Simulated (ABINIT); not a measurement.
**A GW chain in ABINIT: BiOCl (P4/nmm)**

Wanted: ground state, empty states, screening and self-energy for BiOCl (P4/nmm).

Method: PBEsol and many-body steps on it, plane waves, in ABINIT 10.8.3.

**Experimental background.**

- Gap 3.44 eV: optical gap from Tauc plot; UV-vis diffuse reflectance; powder (hydrothermal powder) (“Synergistic Piezo-Photocatalysis of BiOCl/NaNbO3 Heterojunction Piezoelectric Composite for High-Efficient Organic Pollutant Degradation”, 2022, pmc:8839476).

- Gap 3.36 eV: optical gap from Kubelka-Munk/Tauc analysis; UV-vis diffuse reflectance; powder (solvothermal hierarchical microspheres made without additive) (“Hydrothermal Crystallization of Bismuth Oxychlorides (BiOCl) Using Different Shape Control Reagents”, 2021, pmc:8123882).

Report form: the programs' logs are mostly left out.

## Step 1: The starting structure

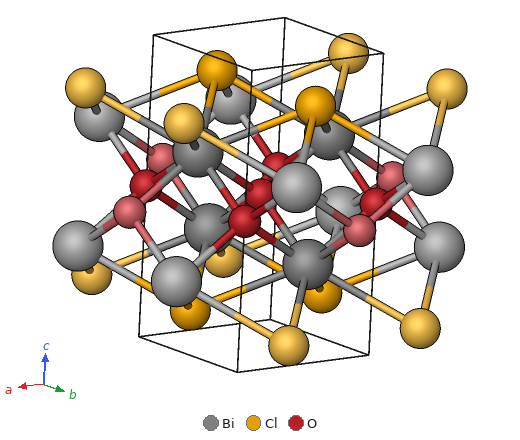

The cell as given, from a free direction (bismuth grey, chlorine orange, oxygen red). Some periodic images of atoms are drawn too.

Coordinates:

```cif
data_structure
_symmetry_space_group_name_H-M 'P4/nmm:1'
_symmetry_Int_Tables_number 129
_cell_length_a 3.8855
_cell_length_b 3.8855
_cell_length_c 7.3489
_cell_angle_alpha 90.000
_cell_angle_beta 90.000
_cell_angle_gamma 90.000
_cell_volume 110.95
loop_
_atom_site_label
_atom_site_type_symbol
_atom_site_symmetry_multiplicity
_atom_site_Wyckoff_symbol
_atom_site_fract_x
_atom_site_fract_y
_atom_site_fract_z
_atom_site_occupancy
Bi1 Bi 2 c 0.50000 0.00000 0.32904 1
Cl1 Cl 2 c 0.00000 0.50000 0.14720 1
O1 O 2 b 0.00000 0.00000 0.50000 1
```

The cell and positions come from the Crystallography Open Database and are kept as given unless a step says otherwise. Spin-orbit coupling is left out unless a step names it.

## Step 2: Ground state

This step: ABINIT 10.8.3; DFT, PBEsol, plane waves, norm-conserving pseudopotentials.

The ground-state density comes first.

run.abi

```
acell 3*1.0 Angstrom
rprim 
  3.885510000000 0.000000000000 0.000000000000
  0.000000000000 3.885510000000 0.000000000000
  0.000000000000 0.000000000000 7.348900000000
ntypat 3
znucl 83 17 8
natom 6
typat 1 1 2 2 3 3
xred 
  0.500000000000 0.000000000000 0.329040000000
  0.000000000000 0.500000000000 0.670960000000
  0.000000000000 0.500000000000 0.147200000000
  0.500000000000 0.000000000000 0.852800000000
  0.000000000000 0.000000000000 0.500000000000
  0.500000000000 0.500000000000 0.500000000000
pp_dirpath "pseudos"
pseudos "Bi.upf, Cl.upf, O.upf"
ecut 42
ngkpt 4 4 2
nshiftk 1
shiftk 0 0 0
kptopt 1
chksymbreak 0
nband 43
occopt 1
tolvrs 1e-08
nstep 60
prtwf 0
optforces 0
optstress 0
indata_prefix "in"
outdata_prefix "out"
tmpdata_prefix "tmp"
```

Command:

```sh
$ OMP_NUM_THREADS=1 mpirun -n 4 abinit run.abi > log
```

Run time: 80 s. Hardware: 4 MPI ranks of Intel Xeon Platinum 8488C (Sapphire Rapids), shared host; peak memory 0.51 GiB.

This step gave:

```yaml
total_energy: -14420.3239 eV
gap: 2.623 eV
k_of_the_valence_top: 0.5, 0, 0.5
k_of_the_conduction_bottom: 0, 0, 0.5
least_direct_gap: 2.927 eV
```

The gap is indirect, with the least direct gap 0.30 eV higher.

## Step 3: Bands along the symmetry lines

Levels along a band path, at the cheap level, show where the edges lie and whether the meshes to come will hold them.

run.abi

```
acell 3*1.0 Angstrom
rprim 
  3.885510000000 0.000000000000 0.000000000000
  0.000000000000 3.885510000000 0.000000000000
  0.000000000000 0.000000000000 7.348900000000
ntypat 3
znucl 83 17 8
natom 6
typat 1 1 2 2 3 3
xred 
  0.500000000000 0.000000000000 0.329040000000
  0.000000000000 0.500000000000 0.670960000000
  0.000000000000 0.500000000000 0.147200000000
  0.500000000000 0.000000000000 0.852800000000
  0.000000000000 0.000000000000 0.500000000000
  0.500000000000 0.500000000000 0.500000000000
pp_dirpath "pseudos"
pseudos "Bi.upf, Cl.upf, O.upf"
ecut 42
iscf -2
irdden 1
kptopt 0
nkpt 39
kpt 
  0.00000000 0.00000000 0.00000000
  0.00000000 0.12500000 0.00000000
  0.00000000 0.25000000 0.00000000
  0.00000000 0.37500000 0.00000000
  0.00000000 0.50000000 0.00000000
  0.12500000 0.50000000 0.00000000
  0.25000000 0.50000000 0.00000000
  0.37500000 0.50000000 0.00000000
  0.50000000 0.50000000 0.00000000
  0.37500000 0.37500000 0.00000000
  0.25000000 0.25000000 0.00000000
  0.12500000 0.12500000 0.00000000
  0.00000000 0.00000000 0.00000000
  0.00000000 0.00000000 0.12500000
  0.00000000 0.00000000 0.25000000
  0.00000000 0.00000000 0.37500000
  0.00000000 0.00000000 0.50000000
  0.00000000 0.12500000 0.50000000
  0.00000000 0.25000000 0.50000000
  0.00000000 0.37500000 0.50000000
  0.00000000 0.50000000 0.50000000
  0.12500000 0.50000000 0.50000000
  0.25000000 0.50000000 0.50000000
  0.37500000 0.50000000 0.50000000
  0.50000000 0.50000000 0.50000000
  0.37500000 0.37500000 0.50000000
  0.25000000 0.25000000 0.50000000
  0.12500000 0.12500000 0.50000000
  0.00000000 0.00000000 0.50000000
  0.00000000 0.50000000 0.00000000
  0.00000000 0.50000000 0.12500000
  0.00000000 0.50000000 0.25000000
  0.00000000 0.50000000 0.37500000
  0.00000000 0.50000000 0.50000000
  0.50000000 0.50000000 0.00000000
  0.50000000 0.50000000 0.12500000
  0.50000000 0.50000000 0.25000000
  0.50000000 0.50000000 0.37500000
  0.50000000 0.50000000 0.50000000
istwfk *1
nband 43
nbdbuf 2
tolwfr 1e-08
nstep 40
prtwf 0
prtvol 0
indata_prefix "in"
outdata_prefix "out"
tmpdata_prefix "tmp"
```

Wall time 1.7 min (4 MPI ranks); peak memory 0.62 GiB; 6.6 min of CPU time.

This step gave:

* gap: 2.548 eV
* k of the valence top: 0, 0.375, 0.5
* k of the conduction bottom: 0, 0, 0.5
* least direct gap: 2.927 eV

The gap is 2.548 eV, −0.075 eV from the run before at this level.

The electronic bands at the labelled points (eV, zero at the top of the highest filled band):

| point | band 33 | band 34 | band 35 | band 36 | band 37 | band 38 | band 39 | band 40 |
| --- | --- | --- | --- | --- | --- | --- | --- | --- |
| Γ | -1.06 | -1.06 | -0.98 | -0.77 | 3.05 | 3.75 | 5.30 | 5.30 |
| X | -0.91 | -0.91 | -0.08 | -0.08 | 4.55 | 4.55 | 5.19 | 5.19 |
| M | -0.71 | -0.71 | -0.66 | -0.66 | 4.06 | 4.06 | 5.81 | 5.81 |
| Γ | -1.06 | -1.06 | -0.98 | -0.77 | 3.05 | 3.75 | 5.30 | 5.30 |
| Z | -0.78 | -0.78 | -0.38 | -0.38 | 2.55 | 2.93 | 5.32 | 5.32 |
| R | -0.71 | -0.71 | -0.07 | -0.07 | 4.35 | 4.35 | 5.28 | 5.28 |
| A | -1.41 | -1.41 | -0.66 | -0.66 | 4.47 | 4.47 | 6.04 | 6.04 |
| Z | -0.78 | -0.78 | -0.38 | -0.38 | 2.55 | 2.93 | 5.32 | 5.32 |
| jump to X | -0.91 | -0.91 | -0.08 | -0.08 | 4.55 | 4.55 | 5.19 | 5.19 |
| R | -0.71 | -0.71 | -0.07 | -0.07 | 4.35 | 4.35 | 5.28 | 5.28 |
| jump to M | -0.71 | -0.71 | -0.66 | -0.66 | 4.06 | 4.06 | 5.81 | 5.81 |
| A | -1.41 | -1.41 | -0.66 | -0.66 | 4.47 | 4.47 | 6.04 | 6.04 |

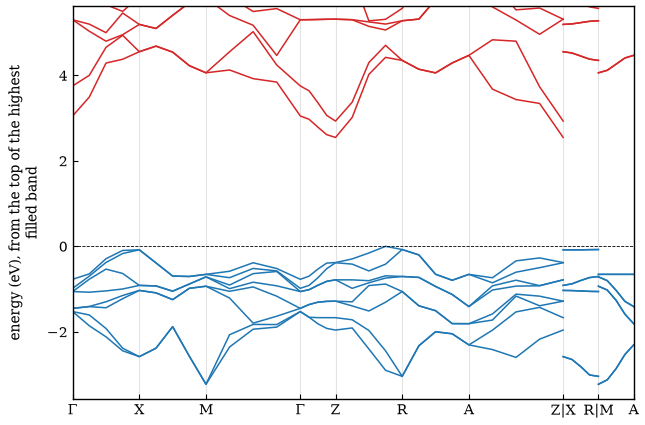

Electronic bands along the path; lines of filled and empty bands in two colours.

## Step 4: Empty states on the mesh, 4×4×2 mesh, 98 bands

The sums over transitions need many empty states on a uniform mesh; this step solves for them.

run.abi

```
acell 3*1.0 Angstrom
rprim 
  3.885510000000 0.000000000000 0.000000000000
  0.000000000000 3.885510000000 0.000000000000
  0.000000000000 0.000000000000 7.348900000000
ntypat 3
znucl 83 17 8
natom 6
typat 1 1 2 2 3 3
xred 
  0.500000000000 0.000000000000 0.329040000000
  0.000000000000 0.500000000000 0.670960000000
  0.000000000000 0.500000000000 0.147200000000
  0.500000000000 0.000000000000 0.852800000000
  0.000000000000 0.000000000000 0.500000000000
  0.500000000000 0.500000000000 0.500000000000
pp_dirpath "pseudos"
pseudos "Bi.upf, Cl.upf, O.upf"
ecut 42
ngkpt 4 4 2
nshiftk 1
shiftk 0 0 0
kptopt 1
chksymbreak 0
iscf -2
irdden 1
istwfk *1
nband 98
nbdbuf 8
tolwfr 1e-09
nstep 60
prtvol 0
indata_prefix "in"
outdata_prefix "out"
tmpdata_prefix "tmp"
```

The job ended after 1.8 min (4 MPI ranks; peak memory 0.56 GiB; 7.4 min of CPU time).

Numbers from this step:

```yaml
gap: 2.623 eV
k_of_the_valence_top: 0.5, 0, 0.5
k_of_the_conduction_bottom: 0, 0, 0.5
least_direct_gap: 2.927 eV
k_points_computed: 12
lowest_point_of_the_top_converged_band_above_the_valence_top: 29.22 eV
```

On this mesh the gap is 2.623 eV.

## Step 5: Screening, 4×4×2 mesh, 90 bands, screening to 98 eV

The RPA dielectric matrix is built and inverted for each q.

This step: RPA screening on PBEsol, plane waves, norm-conserving pseudopotentials.

Edit run.abi of step 4 so:

```diff
@@ -24,10 +24,11 @@
 chksymbreak 0
-iscf -2
-irdden 1
 istwfk *1
-nband 98
-nbdbuf 8
-tolwfr 1e-09
-nstep 60
-prtvol 0
+occopt 1
+irdwfk 1
+optdriver 3
+nband 90
+ecuteps 3.6
+inclvkb 2
+awtr 1
+symchi 1
 indata_prefix "in"
```

Run time: 2.5 min. Hardware: 4 MPI ranks; peak memory 2.6 GiB; 10 min of CPU time.

Numbers from this step:

- ε∞ with local fields, on this mesh, along the program's q direction: 6.049
- the same without local fields: 6.847
- plasma frequency: 29.91 eV
- plane waves in the screening matrix: 239

Local fields lower ε∞ by 12 %. On a Γ-centred mesh this coarse the value itself is usually too large, while a short band sum pulls it down.

## Step 6: Self-energy, 4×4×2 mesh, 90 bands, screening to 98 eV

The self-energy is evaluated for the states that the input lists, and the levels follow from it, in one-shot runs by the linearised quasiparticle equation.

This step: G0W0 on PBEsol, plane waves, norm-conserving pseudopotentials.

Edit run.abi of step 5 so:

```diff
@@ -27,8 +27,19 @@
 irdwfk 1
-optdriver 3
+optdriver 4
 nband 90
+gwcalctyp 0
+ecutsigx 42
+symsigma 1
+nkptgw 3
+kptgw 
+  0.5000000000 0.0000000000 0.5000000000
+  0.0000000000 0.0000000000 0.5000000000
+  0.0000000000 0.0000000000 0.0000000000
+bdgw 
+  35 38
+  35 38
+  35 38
 ecuteps 3.6
-inclvkb 2
-awtr 1
-symchi 1
+irdscr 1
+ppmodel 1
 indata_prefix "in"
```

The job ended after 22 s (4 MPI ranks; peak memory 2.4 GiB).

This step gave:

```
G0W0 gap on the points computed              : 3.765 eV
starting gap on the mesh                     : 2.623 eV
k of the valence top                         : 0.5, 0, 0.5
k of the conduction bottom                   : 0, 0, 0.5
Z at the valence top                         : 0.794
Z at the conduction bottom                   : 0.836
least direct G0W0 gap on the computed points : 3.854 eV
```

The gap on the mesh goes from 2.62 eV to 3.77 eV, a correction of +1.14 eV.

Limits: finite bands, cutoff and mesh; no spin-orbit coupling; coarse k mesh. v1 is the top filled band, c1 the lowest empty one. Levels before and after the correction, in eV, zero at the valence-band top of each column:

|  | conduction bottom | valence top |
| --- | --- | --- |
| Kohn-Sham | 2.62 | 0.00 |
| G0W0 | 3.77 | 0.00 |

|  | level | energy (eV) |
| --- | --- | --- |
| Kohn-Sham | (0.5 0 0.5) v2-v1 | 0.000 |
| Kohn-Sham | (0.5 0 0.5) c1-c2 | 4.425 |
| Kohn-Sham | (0 0 0.5) v2 | -0.308 |
| Kohn-Sham | (0 0 0.5) v1 | -0.305 |
| Kohn-Sham | (0 0 0.5) c1 | 2.623 |
| Kohn-Sham | (0 0 0.5) c2 | 3.006 |
| G0W0 | (0.5 0 0.5) v2-v1 | 0.000 |
| G0W0 | (0.5 0 0.5) c1-c2 | 5.747 |
| G0W0 | (0 0 0.5) v2 | -0.089 |
| G0W0 | (0 0 0.5) v1 | -0.674 |
| G0W0 | (0 0 0.5) c1 | 3.765 |
| G0W0 | (0 0 0.5) c2 | 4.287 |

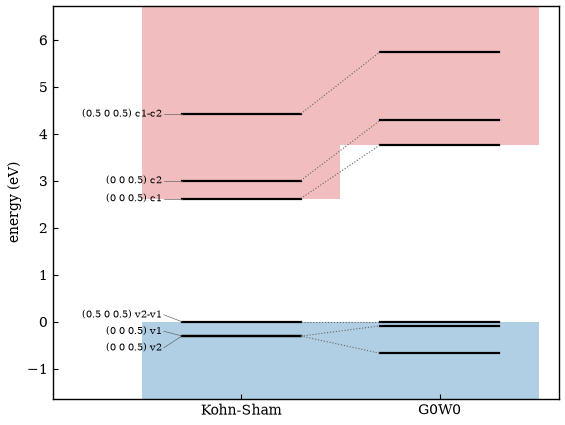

Levels before and after the correction. Shaded: valence and conduction bands.

## Step 7: Where the time went

Times are wall times on 4 MPI ranks of Intel Xeon Platinum 8488C (Sapphire Rapids), shared host, good to a factor of about two.

| step | time | share | memory (GiB) |
| --- | --- | --- | --- |
| ground state | 80 s | 17 % | 0.51 |
| bands along the symmetry lines | 1.7 min | 22 % | 0.62 |
| empty states on the mesh | 1.8 min | 24 % | 0.56 |
| screening | 2.5 min | 33 % | 2.6 |
| self-energy | 22 s | 5 % | 2.4 |

## Step 8: What came out

```json
{
  "PBEsol gap": "2.55 eV, indirect",
  "G0W0 gap on the mesh": "3.77 eV",
  "G0W0 gap over the zone (rigid shift)": "3.69 eV",
  "GW settings": "4×4×2 mesh, 90 bands, screening to 98 eV, Godby-Needs plasmon pole",
  "known limits": "not at the basis limit; no spin-orbit coupling; coarse k mesh"
}
```

In words: G0W0 moves the gap on the mesh from 2.62 eV to 3.77 eV (+1.14 eV), with Z of 0.79 and 0.84 at the edges. The mesh misses the band edges by 0.07 eV in all; a rigid shift gives 3.69 eV for the zone. Local fields lower the RPA ε∞ on this mesh from 6.85 to 6.05; a Γ-centred mesh this coarse tends to raise both, most where the direct gap is narrow, while a short band sum lowers them. Only 3 of the mesh's irreducible points were corrected, so a valley elsewhere could overtake. Against experiment, by G0W0@PBEsol: the gap of 3.69 eV lies +0.25 eV from the measured 3.44 eV (optical, 2022); the gap of 3.69 eV lies +0.33 eV from the measured 3.36 eV (optical, 2021). An exciton line or allowed optical edge lies below the quasiparticle gap by the binding energy; a forbidden edge can push the onset above it. The calculation has static nuclei and no excitons; a measured gap holds zero-point and thermal motion, which mostly lowers it. With atoms this heavy the missing spin-orbit coupling can matter too. Bands and cutoff are finite, so the gap is not at the basis limit. The miss can reach some tenths of an eV and take either sign; the mesh is an error of its own. In the G0W0 run levels were corrected at 3 k points alone, so a gap called «on the mesh» is the least over those, and an edge elsewhere would be missed. A denser mesh or path gives a starting gap of 2.55 eV: the GW mesh misses a band edge, so its gaps are not the fundamental one. The 4×4×2 mesh is coarse for this cell, which bears on the long-range parts of exchange and screening. Where an edge is built on 6p states of lead, bismuth or thallium, scalar-relativistic gaps usually stand too wide, by a few tenths to over one eV.

[Paths, hosts, dates, memory and timing lines, banners, echoed tables and standing remarks are left out of the program output.]

[Logs are printed without paths, hosts, clocks, repeated set-up lines and the standing remarks that a program may print on its own settings, such as how far it seeks lower states.]

[Runs of the session that timed out or met a known fault of the program may be left out.]

[Hosts, paths, dates, database ids (printed as entryN), source tags and the programs' standing remarks are cut or masked in the printed files.]

[G0W0 gaps are taken among the corrected bands and points alone; a level outside them can change the order at an edge.]

[Where Ansatz stands beside ABINIT at settings called matched, ABINIT's density can come from a denser mesh and the files from another edition; pairs whose starting gaps differed by over 0.03 eV were left out, so agreement reads better than it is.]
